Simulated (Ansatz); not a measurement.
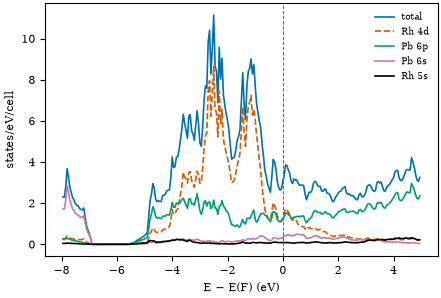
Total and projected density of states of RhPb2 in space group I4/mcm (No. 140; Rh on 4a, Pb on 8h), PBEsol in the plane-wave PAW code Ansatz

Question: Which orbitals carry the states next to the Fermi level?

Answer: Within 0.5 eV of the Fermi level: Rh 4d 43 %, Pb 6p 41 %, Pb 6s 11 %. Projections are on Löwdin-orthogonalised atomic valence shells; empty p or d shells of many metals are not among them.

Question: Where is the tallest occupied peak in this window, and what makes it?

Answer: Near -2.5 eV, about 11 states/eV per cell; the largest projected share is Rh 4d.

The workflow started from an entry of the Crystallography Open Database (COD). Its standing as an ambient phase is unchecked. Symmetry was held in the PBEsol relaxation; whether a distortion lowers the energy is not shown. No spin polarisation was allowed. Scalar-relativistic: spin–orbit coupling is off unless named, which matters more the heavier the elements.

Potentials: the later of the program's two PAW sets.
